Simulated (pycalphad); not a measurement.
CALPHAD calculation (pycalphad, COST 507 light-alloy database (1999)), 1 atm. The data set is of 1999 and partly superseded. Phase fractions are per mole of atoms.

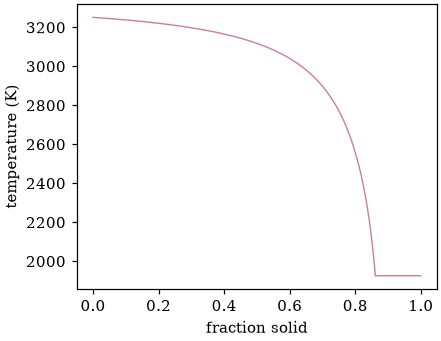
Fig. 1. Scheil-Gulliver solidification path of Ti-11C (wt.%)

Task: Compare equilibrium and Scheil-Gulliver solidification of Ti-11C (wt.%).

Result: Both start at the liquidus, 3251 K. In full equilibrium the last liquid goes at 2571 K (range 680 K), and at 2500 K the alloy holds FCC_A1. With no diffusion in the solid (Scheil-Gulliver, steps of 4 K) the liquid lasts to an invariant point at 1925 K (range 1326 K), where the last 0.14 of it freezes; the solid then holds FCC_A1 0.86, BCC_A2 0.14.

| last step ahead of the change, T (K) | liquid left there | liquid composition there (wt.%) | solids forming below it |
|---|---|---|---|
| 3251 | 1.00 | 11.0 C | FCC_A1 |
| 1925 | 0.14 | 0.80 C | BCC_A2 + FCC_A1 |
Solids once formed stay as they are in this model, so peritectic reactions do not proceed; the changes are located to one step.

FCC_A1 is fcc; BCC_A2 is bcc. The fcc model also describes the rock-salt carbide or nitride (TiC, TiN, HfC).
